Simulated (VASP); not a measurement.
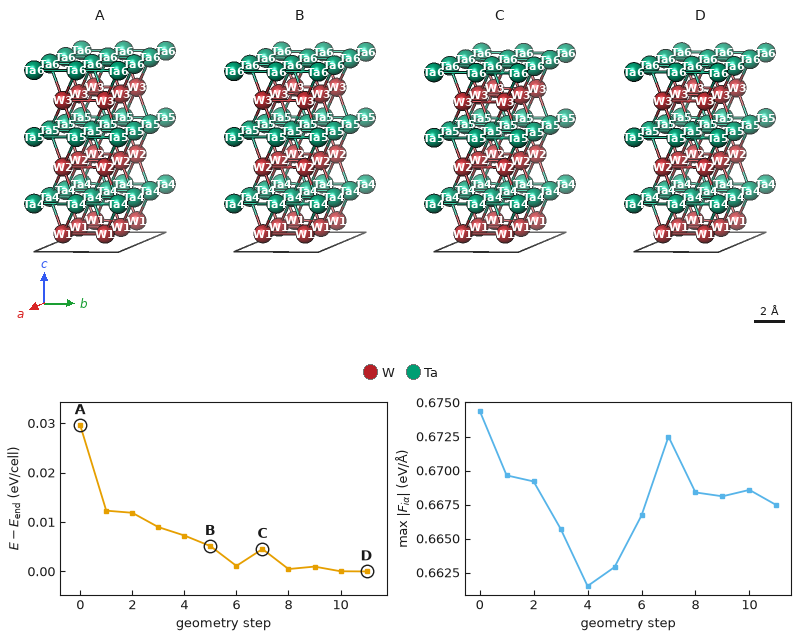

Frames of a relaxation of a slab of composition TaW, marked on the history of the run. The picture is a ball-and-stick view of the 3 × 2 repeat of the cell, outlined in the plane, without the vacuum, seen slightly off an axis.

The run lets the atoms move in a fixed cell. 3 atoms are held fixed.

Method: VASP, Kohn-Sham DFT of a periodic cell, PBEsol, VASP PAW PBE potentials, recommended.

Input file:
```
SYSTEM = TaW
PREC     = Accurate       ! precision mode
ENCUT    = 520            ! plane-wave cutoff, eV
EDIFF    = 1E-6           ! SCF threshold, eV
ISMEAR   = -1             ! smearing method
SIGMA    = 0.05           ! smearing width, eV
LREAL    = .False.        ! projectors in reciprocal space
LASPH    = .True.         ! aspherical terms in the spheres
NELM     = 80             ! most SCF steps
ALGO     = Normal         ! electronic algorithm
ISIF     = 2              ! what is computed and relaxed
LWAVE    = .False.        ! write WAVECAR
LCHARG   = .False.        ! write CHGCAR
LDIPOL   = .True.       
IDIPOL   = 3            
DIPOL    = 0.5 0.5 0.500
GGA      = PS             ! functional
IBRION   = 2              ! ionic algorithm
NSW      = 40             ! ionic steps
EDIFFG   = -0.01          ! ionic threshold
```

Launched with:
```bash
cat potpaw_PBE.64/W_sv/POTCAR potpaw_PBE.64/Ta_pv/POTCAR > POTCAR
mpirun -np 1 vasp_std > vasp.out
```

Q: Describe the path.

A: Ta6 moves most: 0.12 Å along the normal (−c). Largest moves by element: Ta 0.12 Å, W 0.04 Å. The cell doesn't change. Among the contacts that change: W3–Ta6 2.778 → 2.712 Å, W3–Ta6 (another image) 3.230 → 3.173 Å, W2–Ta5 2.778 → 2.751 Å, W2–Ta5 (another image) 3.230 → 3.207 Å. Among the angles between lasting bonds that change: W3–Ta6–W3 71.1° → 73.1°. Over 11 geometry steps the energy falls by 29.6 meV per cell of the calculation. The largest force component goes from 0.67 to 0.67 eV/Å. From step 0 to 5: Ta6 moves most (0.07 Å), energy −24.4 meV per cell of the calculation. From step 5 to 7: W3 moves most (0.09 Å), energy −0.6 meV per cell of the calculation. From step 7 to 11: W3 moves most (0.04 Å), energy −4.5 meV per cell of the calculation.

```csv
step,"E − E(0), meV/atom","largest force component, eV/Å"
0,0.00,0.6744
1,-2.88,0.6696
2,-2.95,0.6692
3,-3.43,0.6657
4,-3.72,0.6615
5,-4.07,0.6629
6,-4.74,0.6667
7,-4.17,0.6725
8,-4.85,0.6684
9,-4.77,0.6681
10,-4.92,0.6686
11,-4.93,0.6675
```
